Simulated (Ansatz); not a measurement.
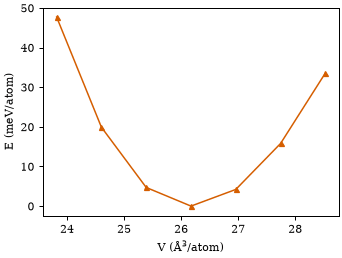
*Sn (β-Sn type, I4_1/amd) under volume change, LDA (plane waves, PAW; program Ansatz), shape and atoms relaxed at each volume.*

Task: What does a third-order Birch–Murnaghan fit give for V₀, B₀ and B′?

Result: V₀ = 26.17 Å³/atom, B₀ = 60.1 GPa, B′ = 4.8.

Symmetry was held in the LDA relaxation. Scalar-relativistic: spin–orbit coupling is off unless named, which matters more the heavier the elements.

Potentials: the later of the program's two PAW sets.
